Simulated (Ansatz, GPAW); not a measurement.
Identify the compound from its spectrum

Method: GPAW, PBE, RPA, without spin-orbit coupling, line width 0.1 eV (Lorentzian); metals get a typed carrier damping. The response is along the first axis of the cell.

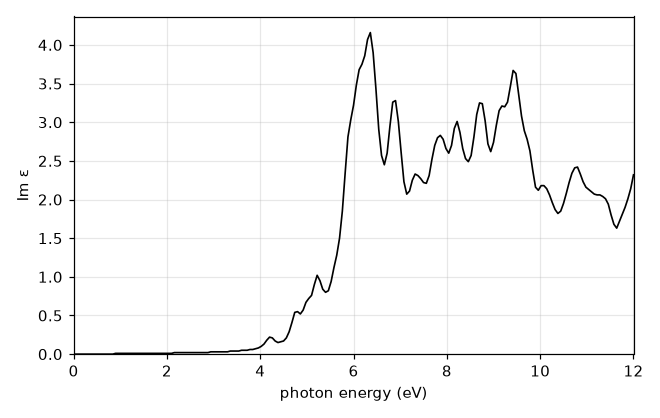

Question: Which of these systems gave the spectrum?
A. RbZnCl3 (Pm-3m)
B. NaCl (Fm-3m)
C. SrLiCl3 (Pm-3m)

Answer: C. SrLiCl3 (Pm-3m): ε∞ = 3.02 along the first axis, strongest peak along the first axis at 6.35 eV. The others: RbZnCl3 (Pm-3m), ε∞ = 3.40 along the first axis, strongest peak along the first axis at 7.14 eV; NaCl (Fm-3m), ε∞ = 2.32 along the first axis, strongest peak along the first axis at 8.85 eV.

Note: cells built here by substitution need not match a known phase.
